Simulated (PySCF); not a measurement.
**MoOBr: structure of the quartet**

The task is one start of a wider search on MoOBr: the quartet, from a linear start. It is relaxed, tested by its Hessian and followed downhill if it is a saddle.

Computed with PySCF 2.14.0. Level: PBE0, basis Mo def2-TZVP with ECP28, O def2-TZVP, Br def2-TZVP, scalar-relativistic core potentials, no spin–orbit coupling, density fitting.

**1. The system as given**

3 atoms, charge 0, spin multiplicity 4.

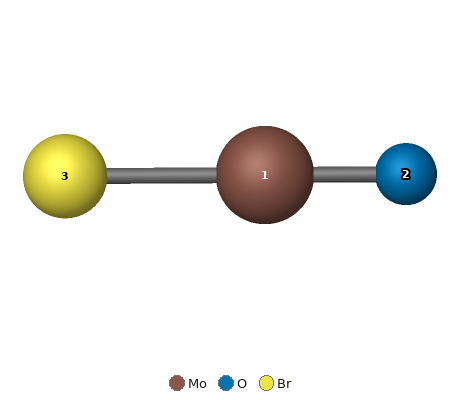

Start geometry, drawn with molybdenum brown, oxygen blue, bromine yellow; atoms are numbered from 1 in the order of the file.

Coordinates in bohr (charge 0 multiplicity 4):
```
Mo    0.0000    0.0000    0.0000
O     0.0000    0.0000   -3.3637
Br    0.0000    0.0000    4.7621
```

**2. First SCF at the start**

The steps below are one call of a driver around PySCF. For each, scf.py gives the equivalent set-up of the SCF; relaxations use the driver's own optimiser. After this first run the driver tries any further starts and a stability analysis.

The input, scf.py:

```python
from pyscf import gto, scf, dft
mol = gto.M(atom='''
Mo     0.000000     0.000000     0.000000
O      0.000000     0.000000    -1.780000
Br     0.000000     0.000000     2.520000''',
    basis={'Mo': 'def2-TZVP', 'O': 'def2-TZVP', 'Br': 'def2-TZVP'},
    ecp={'Mo': 'def2-TZVP'},
    charge=0, spin=3)
mf = dft.UKS(mol, xc='PBE0')
mf.grids.atom_grid = (50, 194)
aux = {'Mo': 'def2-universal-JKFIT', 'O': 'def2-universal-JKFIT', 'Br': 'def2-universal-JKFIT'}
mf = mf.density_fit(auxbasis=aux)
mf.conv_tol = 1e-08
mf.diis_space = 10
mf.max_cycle = 60
mf.init_guess = 'minao'
mf.verbose = 4
mf.kernel()
```

On the command line:

```bash
$ OMP_NUM_THREADS=4 python axn.py task.json out
```

The log of the run:

```text
init E= -2709.63358664595
[... the frontier-level lines of each cycle are left out ...]
cycle= 1 E= -2716.96626198504  delta_E= -7.33  |g|= 0.766  |ddm|= 2.76
cycle= 2 E= -2712.7413981878  delta_E= 4.22  |g|= 2.68  |ddm|= 2.03
cycle= 3 E= -2717.1490806552  delta_E= -4.41  |g|= 0.455  |ddm|= 1.64
cycle= 4 E= -2717.22127184464  delta_E= -0.0722  |g|= 0.241  |ddm|= 0.761
cycle= 5 E= -2717.25208142727  delta_E= -0.0308  |g|= 0.108  |ddm|= 0.305
cycle= 6 E= -2717.25862171082  delta_E= -0.00654  |g|= 0.0393  |ddm|= 0.115
cycle= 7 E= -2717.25934231857  delta_E= -0.000721  |g|= 0.0196  |ddm|= 0.0368
cycle= 8 E= -2717.2596866074  delta_E= -0.000344  |g|= 0.0079  |ddm|= 0.0273
cycle= 9 E= -2717.2597914633  delta_E= -0.000105  |g|= 0.00362  |ddm|= 0.0157
cycle= 10 E= -2717.25982259574  delta_E= -3.11e-05  |g|= 0.00138  |ddm|= 0.0109
cycle= 11 E= -2717.25982573847  delta_E= -3.14e-06  |g|= 0.000597  |ddm|= 0.00377
cycle= 12 E= -2717.25982597594  delta_E= -2.37e-07  |g|= 0.000245  |ddm|= 0.00101
cycle= 13 E= -2717.25982603032  delta_E= -5.44e-08  |g|= 7.85e-05  |ddm|= 0.000283
cycle= 14 E= -2717.25982604376  delta_E= -1.34e-08  |g|= 2.75e-05  |ddm|= 0.000232
cycle= 15 E= -2717.25982604728  delta_E= -3.52e-09  |g|= 2.38e-05  |ddm|= 0.000108
Extra cycle  E= -2717.25982604528  delta_E= 2e-09  |g|= 8.01e-05  |ddm|= 4.89e-05
converged SCF energy = -2717.25982604528  <S^2> = 3.8585066  2S+1 = 4.0538903
```

This step, with its further starts and checks, ran for 16 s (4 threads of Intel Xeon Platinum 8259CL at 2.50GHz (Skylake/Cascade Lake), shared host).

Energies from each starting density:

```csv
start,energy (Eh)
the minimal-basis guess,-2717.259826
a thermally smeared density,-2717.259826
a smeared PBE density,-2717.259826
```

The test of internal stability and the other starts found no lower solution of this spin.

**3. Linear start, quartet: relaxation**

The program finds C∞v symmetry in the start, which this walk keeps. The walk stops when the largest gradient is under 0.0003 Eh/bohr and the energy has settled too.

Changes to scf.py since step 2:

```diff
@@ -3,3 +3,3 @@
-Mo     0.000000     0.000000     0.000000
-O      0.000000     0.000000    -1.780000
-Br     0.000000     0.000000     2.520000''',
+Mo     0.000000     0.000000    -0.883749
+O      0.000000     0.000000    -2.663749
+Br     0.000000     0.000000     1.636251''',
@@ -16 +15,0 @@
-mf.init_guess = 'minao'
```

The optimiser's trace:

```csv
step,energy (Eh),change (kJ/mol),largest symmetric gradient (Eh/bohr)
0,-2717.259826,0.00,0.07590
1,-2717.268170,-21.91,0.01509
2,-2717.268339,-22.35,0.00359
3,-2717.268357,-22.40,0.00040
4,-2717.268357,-22.40,0.00009
```

The walk took 18 s.

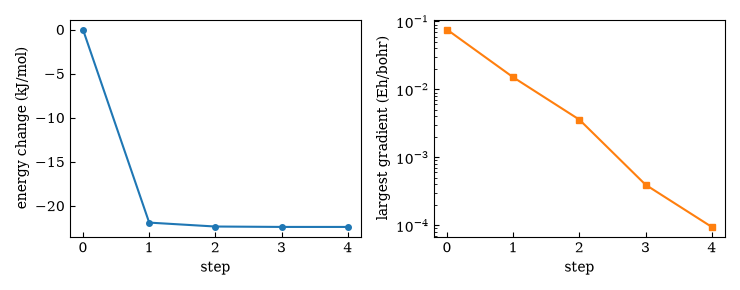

How energy and gradient fall.

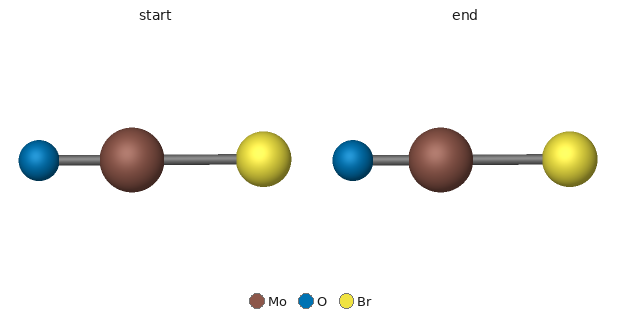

Start and end of the relaxation.

End point (C∞v, 4 steps, 22.4 kJ/mol gained): Mo–Br 2.471 Å, Mo–O 1.682 Å; Br–Mo–O 180.0°.

**4. Frequencies**

On the finer grid the gradient is checked again; gradients at displacements of ±0.02 bohr then give force constants and infrared intensities.

Changes to scf.py since step 3:

```diff
@@ -3,3 +3,3 @@
-Mo     0.000000     0.000000    -0.883749
-O      0.000000     0.000000    -2.663749
-Br     0.000000     0.000000     1.636251''',
+Mo    -0.000000    -0.000000    -0.871746
+O     -0.000000     0.000000    -2.553442
+Br     0.000000    -0.000000     1.598972''',
@@ -10 +10 @@
-mf.grids.atom_grid = (50, 194)
+mf.grids.atom_grid = (75, 302)
@@ -13 +13 @@
-mf.conv_tol = 1e-08
+mf.conv_tol = 1e-10
```

The driver hands on the density of the step before, so the log starts near convergence.

Log of the central SCF (cycles and frontier levels):

```text
init E= -2717.26829522964
[... the frontier-level lines of each cycle are left out ...]
cycle= 1 E= -2717.26829522961  delta_E= 3.32e-11  |g|= 8.2e-06  |ddm|= 1.01e-05
Extra cycle  E= -2717.26829522948  delta_E= 1.32e-10  |g|= 2.07e-05  |ddm|= 1.84e-05
converged SCF energy = -2717.26829522948  <S^2> = 3.8006515  2S+1 = 4.0252461
```

The whole step took 54 s.

Geometry: C∞v; Mo–Br 2.471 Å, Mo–O 1.682 Å; Br–Mo–O 180.0°.

Harmonic modes (main isotopes):

```json
{"symmetry": "π", "ω (cm⁻¹)": "130i", "IR (km/mol)": "13.2", "μ (u)": "22.73"}
{"symmetry": "σ+", "ω (cm⁻¹)": "265", "IR (km/mol)": "34.1", "μ (u)": "70.14"}
{"symmetry": "σ+", "ω (cm⁻¹)": "998", "IR (km/mol)": "238", "μ (u)": "17.99"}
```

2 modes are imaginary, the largest at 130i cm⁻¹: a saddle point, not a minimum.

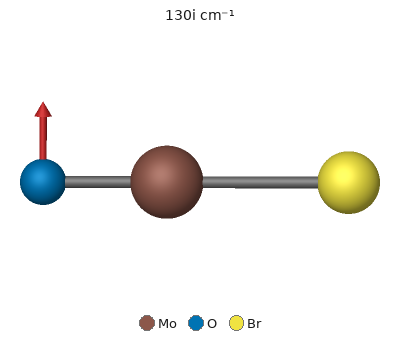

The imaginary mode, as arrows.

Properties at this point:

* Dipole moment: 0.01 D
* Highest occupied level: -6.70 eV
* Lowest empty level: -3.17 eV
* Rotational constants: 0.04431 cm⁻¹
* Zero-point energy (real modes): 7.6 kJ/mol
* Principal polarisabilities: 52.4, 52.4, 89.5 bohr³
* Atomisation energy without zero-point energy: 875 kJ/mol
* Principal traceless quadrupole moments about the centre of mass: -10.26, 5.13, 5.13 D Å
* Spin squared ⟨S²⟩: 3.801

Charges (e) and bond orders:

```json
{"atom": "Mo1", "Mulliken": "0.91", "Löwdin": "0.31", "polar tensor": "1.26", "spin (Mulliken)": "3.27", "Mayer order to Mo1": "–"}
{"atom": "O2", "Mulliken": "-0.52", "Löwdin": "-0.28", "polar tensor": "-0.73", "spin (Mulliken)": "-0.18", "Mayer order to Mo1": "2.11"}
{"atom": "Br3", "Mulliken": "-0.39", "Löwdin": "-0.03", "polar tensor": "-0.52", "spin (Mulliken)": "-0.09", "Mayer order to Mo1": "0.99"}
```

Mulliken populations on Mo1 (outside its core potential): s 2.70, p 6.18, d 4.17, f 0.04.

**5. Downhill along the imaginary mode**

The start is the last point, displaced along its most imaginary mode.

The program finds Cs symmetry in the start, which this walk keeps. Threshold on the gradient: 0.0003 Eh/bohr, with a further test on the energy change.

Changes to scf.py since step 4:

```diff
@@ -3,3 +3,3 @@
-Mo    -0.000000    -0.000000    -0.871746
-O     -0.000000     0.000000    -2.553442
-Br     0.000000    -0.000000     1.598972''',
+Mo    -0.068638     0.000771    -0.871733
+O      0.249984    -0.002808    -2.553428
+Br     0.034486    -0.000387     1.598985''',
@@ -10 +10 @@
-mf.grids.atom_grid = (75, 302)
+mf.grids.atom_grid = (50, 194)
@@ -13 +13 @@
-mf.conv_tol = 1e-10
+mf.conv_tol = 1e-08
```

Energy and gradient, step by step:

```csv
step,energy (Eh),change (kJ/mol),largest symmetric gradient (Eh/bohr)
0,-2717.268944,0.00,0.03038
1,-2717.270510,-4.11,0.00900
2,-2717.271819,-7.55,0.00970
3,-2717.273378,-11.64,0.00729
4,-2717.274911,-15.67,0.01364
5,-2717.275395,-16.94,0.02122
6,-2717.275908,-18.29,0.01032
7,-2717.276146,-18.91,0.00089
8,-2717.276153,-18.93,0.00055
9,-2717.276153,-18.93,0.00007
```

The walk took 42 s.

Geometry (Å) and forces (eV/Å) at some steps:

```
step 0
Mo  -0.069   0.001  -0.872  -0.001   0.000  -1.366
O    0.250  -0.003  -2.553  -0.116   0.001   1.562
Br   0.034   0.000   1.599   0.117  -0.001  -0.197
step 1
Mo  -0.095   0.001  -0.885  -0.463   0.005   0.283
O    0.264  -0.003  -2.517   0.301  -0.003  -0.272
Br   0.047  -0.001   1.576   0.162  -0.002  -0.011
step 5
Mo  -0.378   0.004  -0.911   0.612  -0.007  -0.777
O    0.426  -0.005  -2.397  -0.561   0.006   1.091
Br   0.168  -0.002   1.482  -0.051   0.000  -0.314
step 9
Mo  -0.402   0.005  -0.916   0.000   0.000  -0.003
O    0.438  -0.005  -2.353  -0.004   0.000   0.000
Br   0.181  -0.002   1.443   0.004   0.000   0.002
```

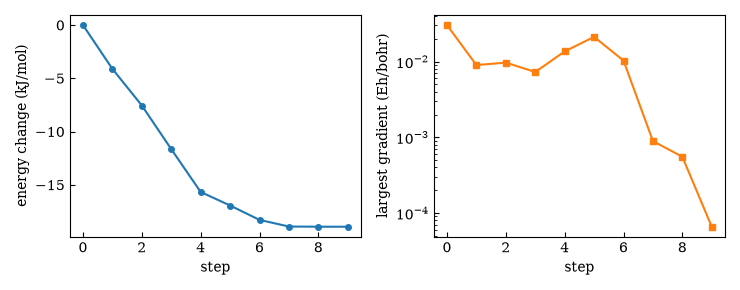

How energy and gradient fall.

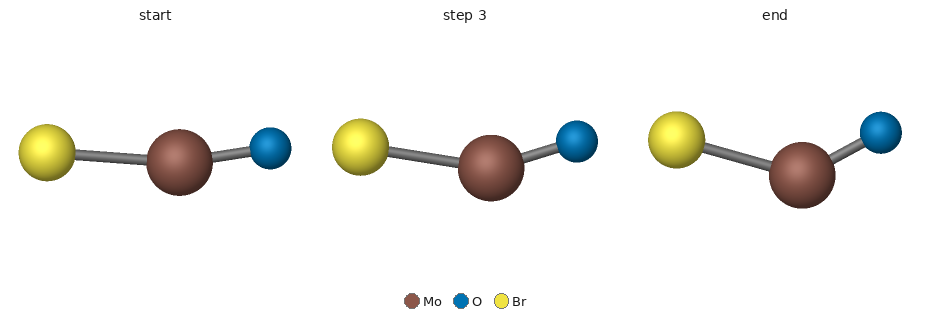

Start and end of the relaxation, with a step between.

End point (Cs, 9 steps, 18.9 kJ/mol gained): Mo–Br 2.430 Å, Mo–O 1.664 Å; Br–Mo–O 135.8°.

**6. Vibrations and properties at this point**

The same treatment as at the point before.

Changes to scf.py since step 5:

```diff
@@ -3,3 +3,3 @@
-Mo    -0.068638     0.000771    -0.871733
-O      0.249984    -0.002808    -2.553428
-Br     0.034486    -0.000387     1.598985''',
+Mo    -0.308339     0.003463    -0.846327
+O      0.531733    -0.005972    -2.282833
+Br     0.274753    -0.003086     1.512624''',
@@ -10 +10 @@
-mf.grids.atom_grid = (50, 194)
+mf.grids.atom_grid = (75, 302)
@@ -13 +13 @@
-mf.conv_tol = 1e-08
+mf.conv_tol = 1e-10
```

SCF at the final geometry:

```text
init E= -2717.27607148625
[... the frontier-level lines of each cycle are left out ...]
cycle= 1 E= -2717.27607148619  delta_E= 5.37e-11  |g|= 1.21e-05  |ddm|= 1.44e-05
cycle= 2 E= -2717.27607148582  delta_E= 3.73e-10  |g|= 3.31e-05  |ddm|= 2.59e-05
cycle= 3 E= -2717.27607148625  delta_E= -4.33e-10  |g|= 6.47e-06  |ddm|= 1.72e-05
cycle= 4 E= -2717.27607148626  delta_E= -1.82e-12  |g|= 3.1e-07  |ddm|= 4.74e-06
Extra cycle  E= -2717.27607148626  delta_E= -4.55e-13  |g|= 2.08e-07  |ddm|= 1.58e-06
converged SCF energy = -2717.27607148626  <S^2> = 3.7853961  2S+1 = 4.017659
```

The whole step ran for 66 s (4 threads of Intel Xeon Platinum 8259CL at 2.50GHz (Skylake/Cascade Lake), shared host).

Geometry: Cs; Mo–Br 2.430 Å, Mo–O 1.664 Å; Br–Mo–O 135.8°.

Harmonic modes (main isotopes):

```tsv
symmetry	ω (cm⁻¹)	IR (km/mol)	μ (u)	type
a'	130	4.2	21.39	bend
a'	285	32.6	75.81	stretch
a'	1031	212	18.10	stretch
```

All wavenumbers are real: a minimum.

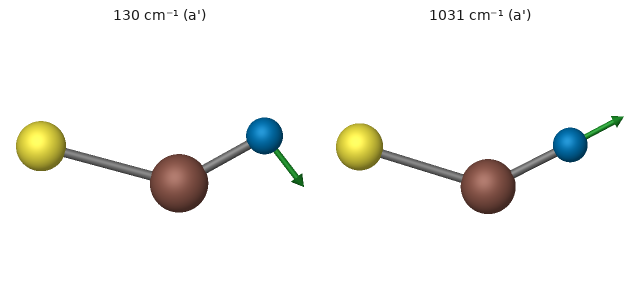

How the atoms move in 2 of the modes.

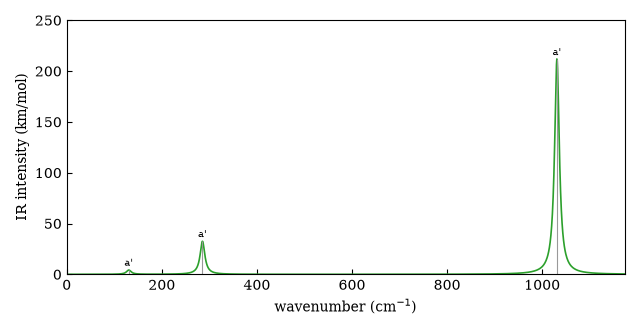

The harmonic infrared spectrum (widths in cm⁻¹). Lines are broadened to a width of 12 cm⁻¹ (Lorentzian).

Properties at this point:

```
Dipole moment                                                   : 1.54 D
Highest occupied level                                          : -6.46 eV
Lowest empty level                                              : -3.13 eV
Rotational constants                                            : 1.121, 0.04976, 0.04764 cm⁻¹
Zero-point energy                                               : 8.7 kJ/mol
Principal polarisabilities                                      : 53.4, 56.9, 84.1 bohr³
Atomisation energy without zero-point energy                    : 896 kJ/mol
Principal traceless quadrupole moments about the centre of mass : -8.11, 3.66, 4.45 D Å
Entropy at 298.15 K and 1 bar (electronic part: spin only)      : 313.3 J/(mol K)
Heat capacity Cp at 298.15 K                                    : 49.9 J/(mol K)
Enthalpy at 298.15 K above 0 K                                  : 12.93 kJ/mol
Rotational symmetry number                                      : 1
Spin squared ⟨S²⟩                                               : 3.785
```

Populations by atom (charges in e):

```tsv
atom	Mulliken	Löwdin	polar tensor	spin (Mulliken)	Mayer order to Mo1
Mo1	0.93	0.26	1.21	3.17	–
O2	-0.52	-0.26	-0.73	-0.13	2.13
Br3	-0.40	0.00	-0.48	-0.04	0.99
```

Outer orbital energies (eV). α occupied: -11.49, -11.30, -9.93, -9.36, -9.00, -7.88, -7.78, -6.46; empty: -3.13, -2.38, -0.67, -0.28. β occupied: -26.25, -21.39, -11.64, -11.31, -11.31, -9.67, -8.99, -8.86; empty: -2.82, -2.57, -2.33, -2.04.

Mulliken populations on Mo1 (outside its core potential): s 2.61, p 6.23, d 4.20, f 0.04.

**7. The points found, side by side**

| spin | group | bonds | imaginary modes (cm⁻¹) | ΔE (kJ/mol) | with zero-point energy |
| --- | --- | --- | --- | --- | --- |
| quartet | Cs | Mo–Br 2.430 Å, Mo–O 1.664 Å | none | 0.0 | 0.0 |
| quartet | C∞v | Mo–Br 2.471 Å, Mo–O 1.682 Å | 130i, 130i | 20.4 | – |

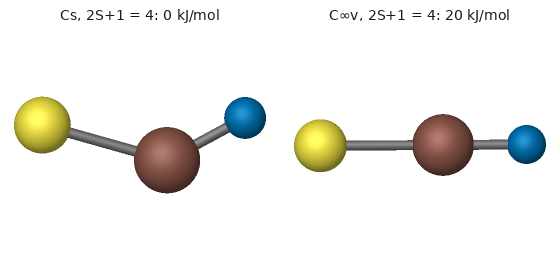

The points, lowest first (molybdenum brown, oxygen blue, bromine yellow).

**8. What came out**

| quantity | value |
| --- | --- |
| minimum | quartet, Cs |
| geometry | Mo–Br 2.430 Å, Mo–O 1.664 Å; Br–Mo–O 135.8° |
| wavenumbers (cm⁻¹) | 130 (a'), 285 (a'), 1031 (a') |
| dipole moment | 1.54 D |
| highest occupied, lowest empty level (either spin) | -6.46, -3.13 eV |
| polar-tensor charge of Mo1 | +1.21 e |
| zero-point energy | 8.7 kJ/mol |
| entropy at 298.15 K | 313.3 J/(mol K) |
| atomisation energy (no zero-point energy) | 896 kJ/mol |
| ⟨S²⟩ | 3.785 |

The linear start (C∞v) ends in a minimum of Cs symmetry, after a stop at a second-order saddle point 20.4 kJ/mol higher, from which it was pushed off along an imaginary mode. The strongest infrared band lies at 1031 cm⁻¹ (a', stretch). Most of the spin sits on Mo1 (Mulliken spin 3.17, against 3 for the whole molecule). Only this shape and spin were tried, so other structures or states may lie lower. Open d and f shells are described by one determinant, and the ground state may have another occupation or spin.

The search up to here took 3.3 min.
